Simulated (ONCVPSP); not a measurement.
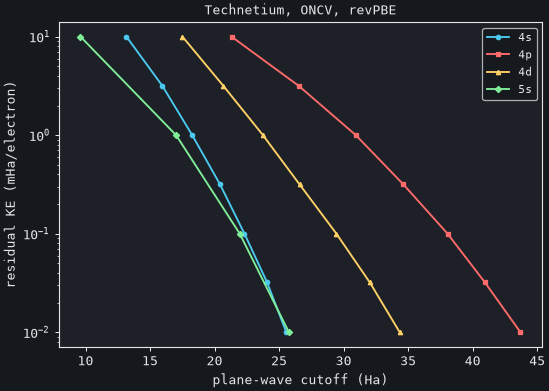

Figure 1. Residual kinetic energy of the pseudo-waves (the first of each channel, and further valence shells) beyond the plane-wave cutoff, as the generator prints it.

- Cutoffs for 1 mHa per electron: 4p: 31 Ha; 4d: 24 Ha; 4s: 18 Ha; 5s: 17 Ha.
- Hardest wave at 1 mHa per electron: 4p, with rc = 1.55 bohr and qcut = 10.7 1/bohr. The optimisation minimises, but can't always remove, the kinetic energy above qcut²/2 = 57.2 Ha, and a larger rc would as a rule soften the wave at some cost in transferability.
- Cutoffs for the occupied states: 31 Ha for 1 mHa and 38 Ha for 0.1 mHa per electron. The first is set by 4p.

Tc: pseudopotential generation

- system: technetium (Tc, Z = 43), core [Ar] 3d10, reference valence 4s2 4p6 4d5 5s1.75 (an ion of charge +0.25), valence charge 15.
- method: ONCV potential, revPBE, scalar-relativistic, made with ONCVPSP 4.0.1

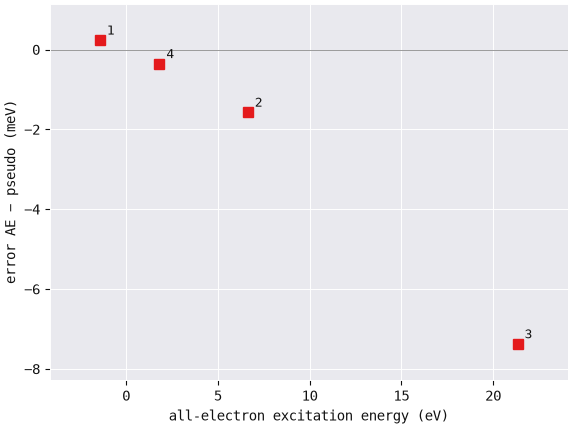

Figure 2. Errors, all-electron minus pseudo, of the energies of valence configurations relative to the unpolarised reference 4s2 4p6 4d5 5s1.75. Points: 1 = 4s2 4p6 4d5 5s2; 2 = 4s2 4p6 4d5 5s1; 3 = 4s2 4p6 4d5 5s0; 4 = 4s2 4p6 4d5 5s1.5.

- Worst configuration: 4s2 4p6 4d5 5s0 (charge +2): the error is -7.4 meV on an all-electron energy of +21.33 eV relative to the reference, or 0.035 %.
- Configurations within 10 meV and within 50 meV: 4 and 4 of 4.
- Errors in meV: 4s2 4p6 4d5 5s2: +0.2; 4s2 4p6 4d5 5s1: -1.6; 4s2 4p6 4d5 5s0: -7.4; 4s2 4p6 4d5 5s1.5: -0.4.

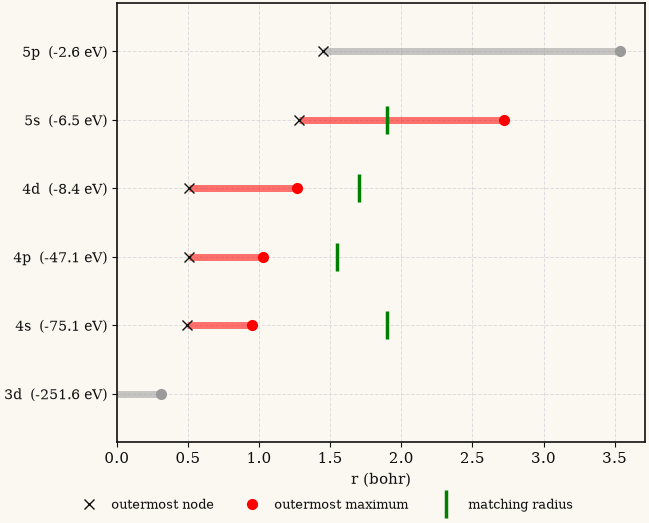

Figure 3. Outer shells of the all-electron reference atom: each bar runs from the outermost node (or the nucleus) to the outermost maximum of u(r); the tick is the radius chosen for the pseudo-wave. Shells without a tick have no pseudo-wave of their own. Levels, nodes and maxima are from ld1.x, scalar-relativistic.

- Radii against the shells: 4s: 1.90 bohr, outside the maximum; 4p: 1.55 bohr, outside the maximum; 4d: 1.70 bohr, outside the maximum; 5s: 1.90 bohr, between node and maximum.

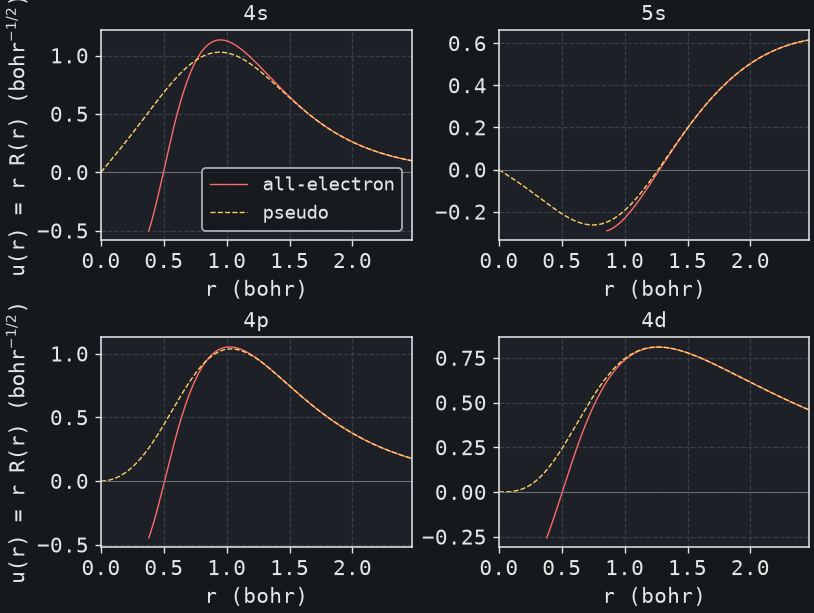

Figure 4. Partial waves u(r) = r R(r), all-electron (solid) and pseudo (dashed). The innermost oscillations of some all-electron curves aren't drawn. Reference configuration 4s2 4p6 4d5 5s1.75.

- Matching radii: 4s at 1.90 bohr; 5s at 1.90 bohr; 4p at 1.55 bohr; 4d at 1.70 bohr. The curves merge smoothly, so the plot gives these only roughly.
- Nodes of the pseudo-waves: 4s has no node; 5s has a node at about 1.3 bohr; 4p has no node; 4d has no node. A node in 5s is expected, since a lower shell of the same l is also in the valence and the two must stay orthogonal.

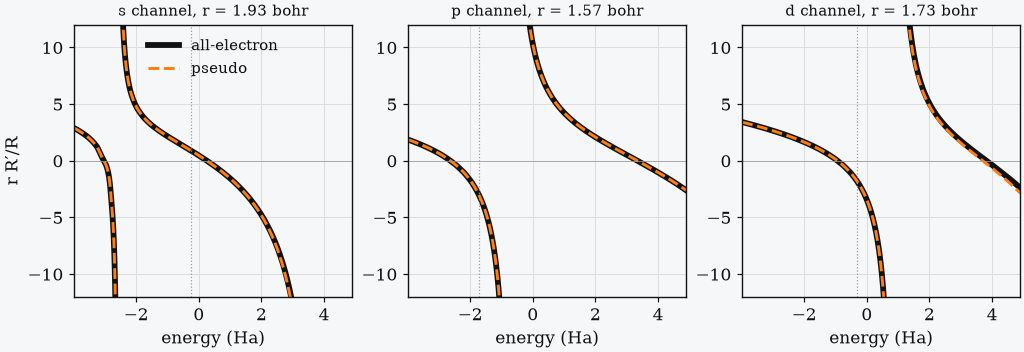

Figure 5. Logarithmic derivatives r R′/R at the test radius against energy, all-electron atom (solid) and pseudo-atom (dashed). Here R(r) is the radial function. The dotted line marks the reference energy of the channel. Not drawn: f: not judged.

- Ghost states: the plot shows none: pseudo and all-electron curves have the same branches in all channels drawn. The separate test gives: no bound ghost flagged; no localised positive-energy state flagged.
- Zeros of the logarithmic derivative: s: all-electron -3.0 and 0.3 Ha, pseudo -3.0 and 0.3 Ha; p: all-electron -2.6 and 3.3 Ha, pseudo -2.6 and 3.3 Ha; d: all-electron -0.9 and 3.8 Ha, pseudo -0.9 and 3.7 Ha.

These pictures come from the run below.

**Input**
```
# ATOM AND REFERENCE CONFIGURATION
# atsym  z   nc   nv     iexc    psfile
  Tc 43.00    6    4  -102130      upf
#
#   n    l    f
    1    0    2.00
    2    0    2.00
    2    1    6.00
    3    0    2.00
    3    1    6.00
    3    2   10.00
    4    0    2.00
    4    1    6.00
    4    2    5.00
    5    0    1.75
#
# PSEUDOPOTENTIAL AND OPTIMIZATION
# lmax
    2
#
#   l,   rc,      ep,       ncon, nbas, qcut
    0    1.90    0.00    4    8    8.10
    1    1.55    0.00    4    8   10.70
    2    1.70    0.00    3    8   10.20
#
# LOCAL POTENTIAL
# lloc, lpopt,  rc(5),   dvloc0
    4    3    1.00    4.00
#
# VANDERBILT-KLEINMAN-BYLANDER PROJECTORs
# l, nproj, debl
    0    2    1.10
    1    3    3.90
    2    1    1.10
#
# MODEL CORE CHARGE
# icmod, fcfact, rcfact
    1    0.75    0.00
#
# LOG DERIVATIVE ANALYSIS
# epsh1, epsh2, depsh
   -4.00    5.00    0.02
#
# OUTPUT GRID
# rlmax, drl
    6.00    0.01
#
# TEST CONFIGURATIONS
# ncnf
    4
# nvcnf
#   n    l    f
    4
    4    0    2.00
    4    1    6.00
    4    2    5.00
    5    0    2.00
#
    4
    4    0    2.00
    4    1    6.00
    4    2    5.00
    5    0    1.00
#
    4
    4    0    2.00
    4    1    6.00
    4    2    5.00
    5    0    0.00
#
    4
    4    0    2.00
    4    1    6.00
    4    2    5.00
    5    0    1.50
#
```

Command:
```bash
oncvpsp.x < Tc.dat > Tc.out
```

**Log (extracts)**
```
ONCVPSP  (Optimized Norm-Conservinng Vanderbilt PSeudopotential)
scalar-relativistic version 4.0.1

#   n    l    f        energy (Ha)
    1    0    2.00    -7.6701237E+02
    2    0    2.00    -1.0948629E+02
    2    1    6.00    -9.7983325E+01
    3    0    2.00    -1.9126531E+01
    3    1    6.00    -1.5350747E+01
    3    2   10.00    -9.2452705E+00
    4    0    2.00    -2.7604243E+00
    4    1    6.00    -1.7304617E+00
    4    2    5.00    -3.0772419E-01
    5    0    1.75    -2.3809077E-01

Reference configufation results
  iterations    22
  all-electron total energy (Ha)   -4.28574298D+03

Begin loop to  construct optimized pseudo wave functions
and semi-local pseudopoentials for all angular momenta

Calculating optimized projector #   1

 for l=   0

    Fraction of norm inside rc  0.975705
    Optimizing pswf for qcut=   8.10 a_B^-1,  ecut=  32.78 Ha
    Residual kinetic energy error=  2.04D-08 Ha

    Energy error per electron        Cutoff
         Ha          eV             Ha
         0.01000     0.27211       13.17
         0.00100     0.02721       18.27
         0.00010     0.00272       22.31
         0.00001     0.00027       25.55

Calculating optimized projector #   2

 for l=   0

    Fraction of norm inside rc  0.092609
    Optimizing pswf for qcut=   8.10 a_B^-1,  ecut=  32.78 Ha
    Residual kinetic energy error=  2.84D-08 Ha

    Energy error per electron        Cutoff
         Ha          eV             Ha
         0.01000     0.27211        9.61
         0.00100     0.02721       17.02
         0.00010     0.00272       21.95
         0.00001     0.00027       25.76

   Wellstate for l =  1  n =  6
     eigenvalue =   2.1695
     asymptotic potential =   2.6695
     half-point radius =  3.0847

   Wellstate for l =  1  n =  7
     eigenvalue =   6.0695
     asymptotic potential =   6.5695
     half-point radius =  2.7533

Calculating optimized projector #   1

 for l=   1

    Fraction of norm inside rc  0.828561
    Optimizing pswf for qcut=  10.70 a_B^-1,  ecut=  57.29 Ha
    Residual kinetic energy error=  2.02D-08 Ha

    Energy error per electron        Cutoff
         Ha          eV             Ha
         0.01000     0.27211       21.32
         0.00100     0.02721       30.94
         0.00010     0.00272       38.05
         0.00001     0.00027       43.70

Calculating optimized projector #   2

 for l=   1

    Fraction of norm inside rc  0.083342
    Optimizing pswf for qcut=  10.70 a_B^-1,  ecut=  57.29 Ha
    Residual kinetic energy error=  3.58D-08 Ha

    Energy error per electron        Cutoff
         Ha          eV             Ha
         0.01000     0.27211       18.50
         0.00100     0.02721       31.63
         0.00010     0.00272       39.77
         0.00001     0.00027       46.17

Calculating optimized projector #   3

 for l=   1

    Fraction of norm inside rc  0.098407
    Optimizing pswf for qcut=  10.70 a_B^-1,  ecut=  57.29 Ha
    Residual kinetic energy error=  1.87D-07 Ha

    Energy error per electron        Cutoff
         Ha          eV             Ha
         0.01000     0.27211       26.20
         0.00100     0.02721       37.72
         0.00010     0.00272       44.82
         0.00001     0.00027       50.04

Calculating optimized projector #   1

 for l=   2

    Fraction of norm inside rc  0.585208
    Optimizing pswf for qcut=  10.19 a_B^-1,  ecut=  51.95 Ha
    Residual kinetic energy error=  8.31D-10 Ha

    Energy error per electron        Cutoff
         Ha          eV             Ha
         0.01000     0.27211       17.51
         0.00100     0.02721       23.75
         0.00010     0.00272       29.44
         0.00001     0.00027       34.34

Construct Vanderbilt / Kleinmman-Bylander projectors

B matrix Hermiticity error, ll=   0
   1   2    2.4967E-04

  Orthonormal projector coefficients  8.7682E+00  1.8955E+00

B matrix Hermiticity error, ll=   1
   1   2   -4.7787E-04
   1   3    7.8647E-04
   2   3    2.7715E-04

  Orthonormal projector coefficients  1.0637E+01  2.5313E+00  3.1028E-01

Model core correction analysis
  based on d2Exc/dn_idn_j

d2excae - all-electron derivatives

   -3.536551D-02   -3.123612D-02   -1.714409D-02   -1.504708D-03
   -3.130858D-02   -2.917114D-02   -1.785451D-02   -1.132196D-03
   -1.763841D-02   -1.849019D-02   -1.455953D-02   -6.382655D-04
   -2.042200D-03   -2.004112D-03   -1.873870D-03   -3.174768D-04

d2excps - pseudofunction derivatives with no core correction

   -4.521093D-02   -3.308010D-02   -1.754352D-02   -2.590940D-03
   -3.315337D-02   -3.140317D-02   -1.892201D-02   -1.350549D-03
   -1.803799D-02   -1.955788D-02   -1.499505D-02   -7.117717D-04
   -3.129564D-03   -2.222669D-03   -1.948001D-03   -4.119435D-04

rms 2nd derivative error    2.669080E-03

Polynomial model core charge

d2excps - pseudofunction derivatives with core correction

   -3.021613D-02   -2.881120D-02   -1.646489D-02   -1.183953D-03
   -2.888330D-02   -2.956655D-02   -1.851472D-02   -9.155992D-04
   -1.695898D-02   -1.915033D-02   -1.499089D-02   -5.816266D-04
   -1.721306D-03   -1.787364D-03   -1.817389D-03   -2.842359D-04

rms 2nd derivative error    1.595357E-03

Pseudoatom total energy  -80.938062

Diagnostic tests using Vanderbilt-Kleinman-Bylander pseudopotentials
  1 or more projectors used as specified by nproj input data

   l    rcore       rmatch      e in        delta e   norm test  slope test

   0   1.9039207   1.9617278  -2.7604243   0.0000022   1.0001673   1.0001509
   0   1.9039207   1.9617278  -0.2380908   0.0000019   1.0000254   1.0000196

   1   1.5535224   1.6006907  -1.7304617  -0.0000018   1.0001492   1.0001660
   1   1.5535224   1.6006907   2.1695383   0.0000823   1.0003408   1.0003408
   1   1.5535224   1.6006907   6.0695383   0.0001956   1.0004802   1.0004802

   2   1.7095634   1.7614694  -0.3077242  -0.0000021   1.0000002   1.0000037

 Testing for bound ghosts
   n   l    E NL Schr. Eq   E Basis Diag.   E Cutoff

   1   0       -2.760422       -2.760404     73.14
   2   0       -0.238089       -0.211500     73.14

   2   1       -1.730464       -1.730433    164.05

   3   2       -0.307726       -0.304147     88.23

 Testing for highly-localized positive-energy ghosts
       l    <radius>/rc     E Basis Diag.   E Cutoff

Test configuration 0

   n   l     f        eae           eps        diff
   1   0  2.0000 -767.01237177
   2   0  2.0000 -109.48629365
   2   1  6.0000  -97.98332519
   3   0  2.0000  -19.12653088
   3   1  6.0000  -15.35074675
   3   2 10.0000   -9.24527055
   4   0  2.0000   -2.76042427   -2.76042208    2.19D-06
   4   1  6.0000   -1.73046173   -1.73046353   -1.80D-06
   4   2  5.0000   -0.30772419   -0.30772626   -2.07D-06
   5   0  1.7500   -0.23809077   -0.23808882    1.95D-06

    Total energies and differences
      AE_ref= -4.28574298D+03  AE_tst= -4.28574298D+03  dif=  0.00D+00
      PS_ref= -8.09380621D+01  PS_tst= -8.09380621D+01  dif=  4.26D-14
      PSP excitation error= -4.26D-14

Test configuration 1

   n   l     f        eae           eps        diff
   1   0  2.0000 -766.94729414
   2   0  2.0000 -109.42188266
   2   1  6.0000  -97.91887357
   3   0  2.0000  -19.06195864
   3   1  6.0000  -15.28617774
   3   2 10.0000   -9.18075182
   4   0  2.0000   -2.69542802   -2.69527824    1.50D-04
   4   1  6.0000   -1.66527000   -1.66523198    3.80D-05
   4   2  5.0000   -0.24346761   -0.24348343   -1.58D-05
   5   0  2.0000   -0.18285457   -0.18284531    9.26D-06

    Total energies and differences
      AE_ref= -4.28574298D+03  AE_tst= -4.28579555D+03  dif= -5.26D-02
      PS_ref= -8.09380621D+01  PS_tst= -8.09906372D+01  dif= -5.26D-02
      PSP excitation error=  8.67D-06

Test configuration 2

   n   l     f        eae           eps        diff
   1   0  2.0000 -767.22557778
   2   0  2.0000 -109.69697557
   2   1  6.0000  -98.19416208
   3   0  2.0000  -19.33767762
   3   1  6.0000  -15.56187939
   3   2 10.0000   -9.45622567
   4   0  2.0000   -2.97257032   -2.97318919   -6.19D-04
   4   1  6.0000   -1.94307224   -1.94324669   -1.74D-04
   4   2  5.0000   -0.51591676   -0.51588023    3.65D-05
   5   0  1.0000   -0.41425444   -0.41430740   -5.30D-05

    Total energies and differences
      AE_ref= -4.28574298D+03  AE_tst= -4.28549929D+03  dif=  2.44D-01
      PS_ref= -8.09380621D+01  PS_tst= -8.06943125D+01  dif=  2.44D-01
      PSP excitation error= -5.77D-05

Test configuration 3

   n   l     f        eae           eps        diff
   1   0  2.0000 -767.54725952
   2   0  2.0000 -110.01423016
   2   1  6.0000  -98.51168859
   3   0  2.0000  -19.65539215
   3   1  6.0000  -15.87956416
   3   2 10.0000   -9.77363121
   4   0  2.0000   -3.29041705   -3.29230316   -1.89D-03
   4   1  6.0000   -2.26088352   -2.26143247   -5.49D-04
   4   2  5.0000   -0.82392713   -0.82386753    5.96D-05

    Total energies and differences
      AE_ref= -4.28574298D+03  AE_tst= -4.28495898D+03  dif=  7.84D-01
      PS_ref= -8.09380621D+01  PS_tst= -8.01537906D+01  dif=  7.84D-01
      PSP excitation error= -2.71D-04

Test configuration 4

   n   l     f        eae           eps        diff
   1   0  2.0000 -767.08057410
   2   0  2.0000 -109.55374034
   2   1  6.0000  -98.05081817
   3   0  2.0000  -19.19413749
   3   1  6.0000  -15.41834940
   3   2 10.0000   -9.31281822
   4   0  2.0000   -2.82841770   -2.82859218   -1.74D-04
   4   1  6.0000   -1.79863558   -1.79868564   -5.01D-05
   4   2  5.0000   -0.37470032   -0.37468870    1.16D-05
   5   0  1.5000   -0.29519779   -0.29520806   -1.03D-05

    Total energies and differences
      AE_ref= -4.28574298D+03  AE_tst= -4.28567637D+03  dif=  6.66D-02
      PS_ref= -8.09380621D+01  PS_tst= -8.08714366D+01  dif=  6.66D-02
      PSP excitation error= -1.30D-05
```

**Key numbers**

- outcome: generated
- cutoffs needed: 31 Ha and 38 Ha (the cutoffs at which the residual kinetic energy of the hardest occupied pseudo-wave falls to 1 and 0.1 mHa per electron)
- ghost test: no bound ghost flagged; no localised positive-energy state flagged
- largest excitation error: -7.4 meV (all-electron minus pseudo) for 4s2 4p6 4d5 5s0, out of 4 test configurations
- rms error of d²Exc/dni dnj: 2.67 mHa without and 1.60 mHa with the model core
- range over which the phases arctan(r R′/R) at the test radius agree within 0.05 rad (a looser test near the poles than one of phase shifts): s: over the whole range computed; p: over the whole range computed; d: up to about 3.0 Ha; f: not judged, local potential alone
- hardware: 1 CPU thread, shared host
- wall time: 6.5 s
